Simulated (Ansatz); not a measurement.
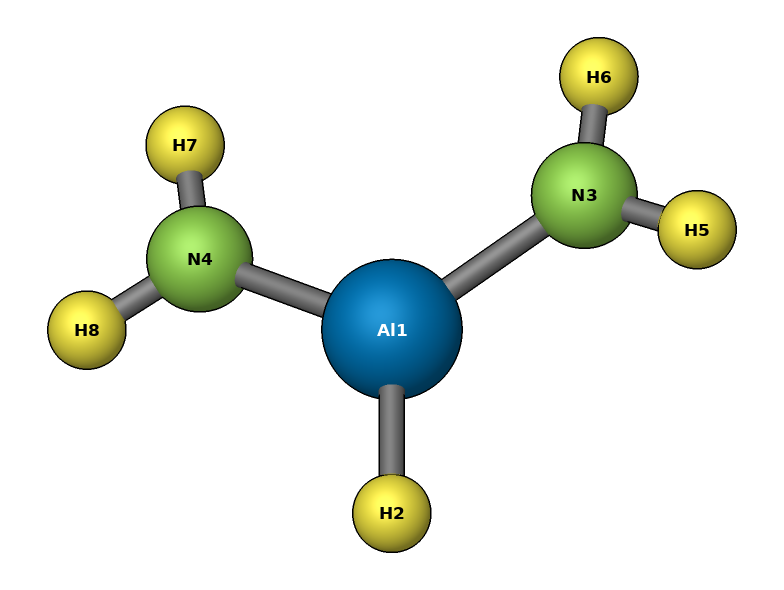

The questions are on Mulliken charges. The computed structure is the end point of a PBE0-D4/def2-TZVP optimisation. Level of theory: RKS PBE0-D4/def2-TZVP (Ansatz 0.2.0).

List the Mulliken charges.

```csv
atom,value (e)
Al1,0.52
H2,−0.11
N3,−0.67
N4,−0.67
H5,0.24
H6,0.23
H7,0.23
H8,0.24
```

Mulliken values depend strongly on the basis set and can even reverse the polarity of a bond.
